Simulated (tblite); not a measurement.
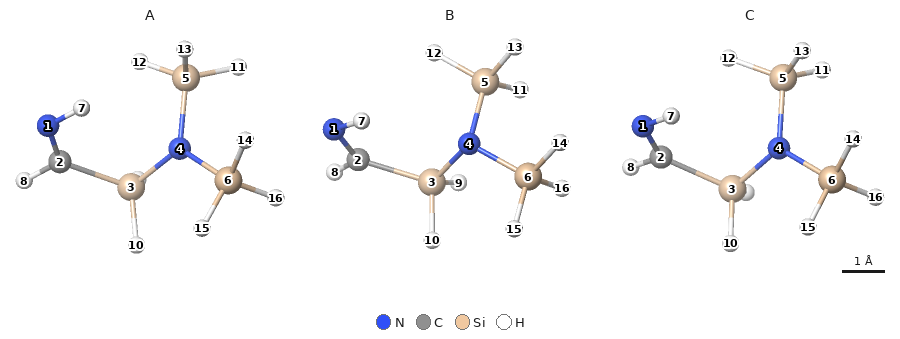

3 geometries from one relaxation of CH$_{10}$N$_{2}$Si$_{3}$, in shuffled order. The picture is a ball-and-stick view, seen at a tilt.

Computed with tblite 0.8.0, GFN2-xTB geometry optimisation, gas phase. 

### Put them in the order of the run, from the start to the converged end.

B, C, A. They are steps 0, 54, 117, at +65.9 kJ/mol, +2.89 kJ/mol relative to the last. Over 117 geometry steps the energy falls by 65.9 kJ/mol. H11 moves most after the best rigid fit: 0.81 Å. By element the largest moves are H 0.81 Å, N 0.61 Å, Si 0.34 Å, C 0.32 Å. Near-neighbour distances that change, for instance: N4–Si6 1.687 → 1.746 Å, N1–C2 1.308 → 1.258 Å, Si3–N4 1.699 → 1.742 Å, N4–Si5 1.709 → 1.748 Å. Among the angles between lasting bonds that change: Si3–N4–Si6 110.5° → 121.2°, Si3–N4–Si5 109.7° → 119.7°, Si5–N4–Si6 108.7° → 118.6°. The run took 0.74 s on 1 thread of Arm Neoverse V2, on a shared host.
